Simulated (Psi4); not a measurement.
Run report: C₂H₆S, excited-state calculation (part 2 of 2)

The same run, continued: C₂H₆S; TDDFT (BHLYP)/cc-pVDZ, RKS (Psi4 1.11). The geometry comes from this level: PBE0-D4/def2-TZVP.

Geometry of the input (Å):
```
C  -0.6811  0.3526  -0.5821
C  0.6395  -0.2219  -0.1150
S  0.5392  -1.1322  1.4494
H  -1.4350  -0.4304  -0.6790
H  -0.5642  0.8444  -1.5524
H  -1.0582  1.0945  0.1256
H  1.0152  -0.9605  -0.8274
H  1.4040  0.5524  -0.0283
H  0.1407  -0.0990  2.2092
```

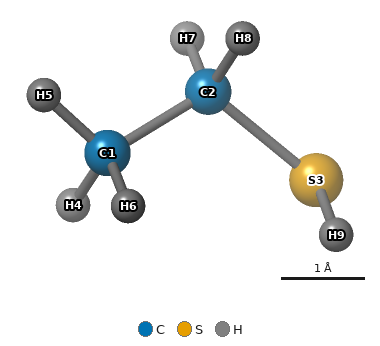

Fig. 1: The structure (ball-and-stick view, seen at a tilt; atoms are numbered from 1 in the order of the input).

**Log, continued**
```
                        Generalized Hamiltonian Solver

  ==> Options <==

    Max number of iterations        = 60
    Eigenvector tolerance           = 1.0000e-04
    Max number of expansion vectors = 2400

  => Iterations <=
                              Max[D[value]]     Max[|R|]   # vectors
  HamiltonianSolver iter   1:   4.09224e-01  1.69520e-01     48
  HamiltonianSolver iter   2:   7.47834e-03  3.09799e-02     72
  HamiltonianSolver iter   3:   1.93891e-04  7.54973e-03     96
  HamiltonianSolver iter   4:   6.28095e-06  1.79217e-03    120
  HamiltonianSolver iter   5:   2.22189e-07  4.26546e-04    144
  HamiltonianSolver iter   6:   1.02232e-08  9.06391e-05    160      Converged

******************************************************************************************
**********                               WARNING                                **********
**********  Length-gauge rotatory strengths are **NOT** gauge-origin invariant  **********
******************************************************************************************

                                    Excitation Energy         Total Energy        Oscillator Strength             Rotatory Strength
     #   Sym: GS->ES (Trans)        au              eV              au          au (length)    au (velocity)    au (length)    au (velocity)
    ---- -------------------- --------------- --------------- --------------- --------------- --------------- --------------- ---------------
     1        A->A (1 A)       0.21924         5.96574        -477.73986       0.0012          0.0025         -0.0129         -0.0181
     2        A->A (1 A)       0.27222         7.40755        -477.68688       0.0015          0.0027         -0.0009         -0.0003
     3        A->A (1 A)       0.31072         8.45523        -477.64838       0.0277          0.0256         -0.0201         -0.0257
     4        A->A (1 A)       0.33052         8.99387        -477.62858       0.0661          0.0803         -0.0628         -0.0605
     5        A->A (1 A)       0.34151         9.29308        -477.61759       0.0235          0.0283          0.0503          0.0580
     6        A->A (1 A)       0.34559         9.40403        -477.61351       0.0233          0.0244         -0.0223         -0.0251
     7        A->A (1 A)       0.37006         10.06979       -477.58904       0.1042          0.1150         -0.0963         -0.0975
     8        A->A (1 A)       0.37804         10.28709       -477.58106       0.0550          0.0621          0.1821          0.1937
     9        A->A (1 A)       0.38382         10.44437       -477.57528       0.0031          0.0015         -0.0186         -0.0104
     10       A->A (1 A)       0.38874         10.57824       -477.57036       0.0557          0.0507          0.0616          0.0590
     11       A->A (1 A)       0.39244         10.67882       -477.56666       0.0845          0.1026          0.1494          0.1727
     12       A->A (1 A)       0.40524         11.02706       -477.55386       0.0216          0.0232         -0.0008          0.0007

Contributing excitations and de-excitations
Only contributions with abs(coeff) > 1.00e-01 will be printed:

Excited State    1 (1 A):   0.21924 au   207.83 nm f = 0.0012
  Sums of squares: Xssq =  1.000913e+00; Yssq =  9.133859e-04; Xssq - Yssq =  1.000000e+00
     17a  ->  18a     0.943794 (89.075%)
     17a  ->  20a    -0.286261 ( 8.195%)
     17a  ->  23a    -0.104579 ( 1.094%)

Excited State    2 (1 A):   0.27222 au   167.38 nm f = 0.0015
  Sums of squares: Xssq =  1.002646e+00; Yssq =  2.646100e-03; Xssq - Yssq =  1.000000e+00
     17a  ->  18a    -0.107059 ( 1.146%)
     17a  ->  19a     0.825035 (68.068%)
     17a  ->  20a    -0.521265 (27.172%)
     17a  ->  21a     0.154064 ( 2.374%)

Excited State    3 (1 A):   0.31072 au   146.64 nm f = 0.0277
  Sums of squares: Xssq =  1.000307e+00; Yssq =  3.068457e-04; Xssq - Yssq =  1.000000e+00
     16a  ->  18a    -0.100758 ( 1.015%)
     17a  ->  18a     0.292236 ( 8.540%)
     17a  ->  19a     0.541763 (29.351%)
     17a  ->  20a     0.696413 (48.499%)
     17a  ->  21a    -0.261236 ( 6.824%)
     17a  ->  23a     0.191811 ( 3.679%)

Excited State    4 (1 A):   0.33052 au   137.85 nm f = 0.0661
  Sums of squares: Xssq =  1.002538e+00; Yssq =  2.538034e-03; Xssq - Yssq =  1.000000e+00
     16a  ->  18a    -0.954815 (91.167%)
     16a  ->  19a     0.103589 ( 1.073%)
     17a  ->  21a     0.162603 ( 2.644%)

Excited State    5 (1 A):   0.34151 au   133.42 nm f = 0.0235
  Sums of squares: Xssq =  1.000474e+00; Yssq =  4.738063e-04; Xssq - Yssq =  1.000000e+00
     16a  ->  18a     0.158730 ( 2.520%)
     17a  ->  21a     0.425466 (18.102%)
     17a  ->  22a    -0.867624 (75.277%)
     17a  ->  24a     0.116041 ( 1.347%)

Excited State    6 (1 A):   0.34559 au   131.84 nm f = 0.0233
  Sums of squares: Xssq =  1.000187e+00; Yssq =  1.871129e-04; Xssq - Yssq =  1.000000e+00
     16a  ->  19a     0.112177 ( 1.258%)
     17a  ->  20a    -0.302226 ( 9.134%)
     17a  ->  21a    -0.822183 (67.599%)
     17a  ->  22a    -0.444633 (19.770%)

Excited State    7 (1 A):   0.37006 au   123.12 nm f = 0.1042
  Sums of squares: Xssq =  1.001319e+00; Yssq =  1.318845e-03; Xssq - Yssq =  1.000000e+00
     15a  ->  18a     0.453318 (20.550%)
     15a  ->  19a     0.169463 ( 2.872%)
     15a  ->  20a    -0.121476 ( 1.476%)
     16a  ->  19a    -0.754806 (56.973%)
     16a  ->  20a     0.308079 ( 9.491%)
     16a  ->  21a    -0.101093 ( 1.022%)
     17a  ->  24a     0.139078 ( 1.934%)

Excited State    8 (1 A):   0.37804 au   120.52 nm f = 0.0550
  Sums of squares: Xssq =  1.001320e+00; Yssq =  1.320102e-03; Xssq - Yssq =  1.000000e+00
     15a  ->  18a     0.812508 (66.017%)
     15a  ->  19a     0.213362 ( 4.552%)
     16a  ->  19a     0.444112 (19.724%)
     17a  ->  23a     0.135818 ( 1.845%)
     17a  ->  24a    -0.196966 ( 3.880%)

Excited State    9 (1 A):   0.38382 au   118.71 nm f = 0.0031
  Sums of squares: Xssq =  1.000183e+00; Yssq =  1.827312e-04; Xssq - Yssq =  1.000000e+00
     16a  ->  19a     0.135946 ( 1.848%)
     16a  ->  20a     0.105820 ( 1.120%)
     17a  ->  22a     0.170066 ( 2.892%)
     17a  ->  23a     0.606973 (36.842%)
     17a  ->  24a     0.738709 (54.569%)

Excited State   10 (1 A):   0.38874 au   117.21 nm f = 0.0557
  Sums of squares: Xssq =  1.000401e+00; Yssq =  4.005207e-04; Xssq - Yssq =  1.000000e+00
     14a  ->  18a    -0.132450 ( 1.754%)
     15a  ->  18a     0.154355 ( 2.383%)
     16a  ->  19a     0.197090 ( 3.884%)
     17a  ->  20a     0.202095 ( 4.084%)
     17a  ->  23a    -0.709068 (50.278%)
     17a  ->  24a     0.576816 (33.272%)

Excited State   11 (1 A):   0.39244 au   116.10 nm f = 0.0845
  Sums of squares: Xssq =  1.001071e+00; Yssq =  1.071005e-03; Xssq - Yssq =  1.000000e+00
     14a  ->  18a     0.372453 (13.872%)
     14a  ->  19a     0.191901 ( 3.683%)
     15a  ->  18a    -0.159835 ( 2.555%)
     15a  ->  19a     0.204878 ( 4.198%)
     15a  ->  20a    -0.162996 ( 2.657%)
     16a  ->  18a     0.122490 ( 1.500%)
     16a  ->  19a     0.286339 ( 8.199%)
     16a  ->  20a     0.705583 (49.785%)
     16a  ->  21a    -0.205656 ( 4.229%)
     16a  ->  23a     0.124839 ( 1.558%)
     17a  ->  23a    -0.148831 ( 2.215%)

Excited State   12 (1 A):   0.40524 au   112.44 nm f = 0.0216
  Sums of squares: Xssq =  1.000810e+00; Yssq =  8.102853e-04; Xssq - Yssq =  1.000000e+00
     13a  ->  18a    -0.101524 ( 1.031%)
     14a  ->  18a    -0.851107 (72.438%)
     14a  ->  19a    -0.179470 ( 3.221%)
     15a  ->  19a     0.133422 ( 1.780%)
     16a  ->  19a     0.158510 ( 2.513%)
     16a  ->  20a     0.286206 ( 8.191%)
     16a  ->  21a    -0.179189 ( 3.211%)

******************************************************************************************
**********                               WARNING                                **********
**********       The names of excited state variables changed between 1.5       **********
**********     and 1.6. For a quick solution, remove the symmetry specifier     **********
**********   from the variable name. For full details, see 'Notes on Psivars'   **********
**********                        in the documentation.                         **********
******************************************************************************************

  Variable Map:
  ----------------------------------------------------------------------------
  "CURRENT ENERGY"              =>    -477.959099841815
  "CURRENT REFERENCE ENERGY"    =>    -477.959099841815
  "DD SOLVATION ENERGY"         =>       0.000000000000
  "DFT FUNCTIONAL TOTAL ENERGY" =>    -477.959099841815
  "DFT TOTAL ENERGY"            =>    -477.959099841815
  "DFT VV10 ENERGY"             =>       0.000000000000
  "DFT XC ENERGY"               =>     -19.978438183180
  "GRID ELECTRONS ALPHA"        =>      16.999999254493
  "GRID ELECTRONS BETA"         =>      16.999999254493
  "GRID ELECTRONS TOTAL"        =>      33.999998508986
  "NUCLEAR REPULSION ENERGY"    =>     107.631681090954
  "ONE-ELECTRON ENERGY"         =>    -869.789811852705
  "PCM POLARIZATION ENERGY"     =>       0.000000000000
  "PE ENERGY"                   =>       0.000000000000
  "SCF ITERATION ENERGY"        =>    -477.959099841815
  "SCF ITERATIONS"              =>       8.000000000000
  "SCF TOTAL ENERGY"            =>    -477.959099841815
  "TWO-ELECTRON ENERGY"         =>     304.177469103115
  "XC GRID RADIAL POINTS"       =>      99.000000000000
  "XC GRID SPHERICAL POINTS"    =>     590.000000000000
  "XC GRID TOTAL POINTS"        =>  494318.000000000000

  Array Variable Map:
  ----------------------------------------------------------------------------
  "CURRENT DIPOLE"              =>      -0.084340556031 ... -0.340178600452 1 by 3
  "SCF DIPOLE"                  =>      -0.084340556031 ... -0.340178600452 1 by 3
  "SCF TOTAL ENERGIES"          =>    -477.541623130426 ... -477.959099841815 1 by 9

    Psi4 run time: 0:02:29.79
```

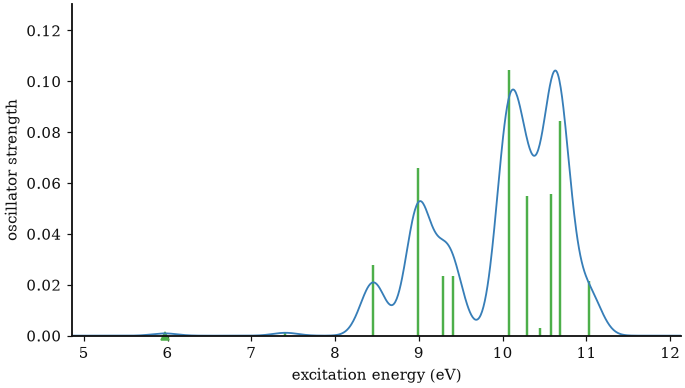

Fig. 2: Computed excitations as sticks (degenerate states added up, dark ones marked on the axis), with a Gaussian envelope of 0.35 eV full width at half maximum, scaled to the tallest. Of the 12 states the lowest lies at 5.97 eV (f = 0.001); the strongest line is at 10.07 eV, or 123 nm (f = 0.104).

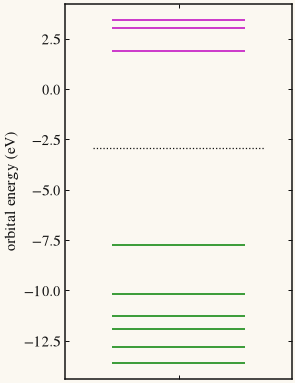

Fig. 3: Orbital energies near the frontier; the dotted line parts filled from empty levels, and levels within 0.02 eV of each other stand side by side. Highest filled −7.75 eV, lowest empty 1.91 eV, 9.66 eV apart.

**Key numbers**

| quantity | value |
| --- | --- |
| outcome | converged |
| total energy | −477.959100 hartree |
| basis functions | 76 |
| HOMO | −7.75 eV |
| LUMO | 1.91 eV |
| dipole moment | 1.63 D |
| lowest excitation | 5.97 eV |
| wall time | 2.5 min |
| peak memory | 0.94 GiB |
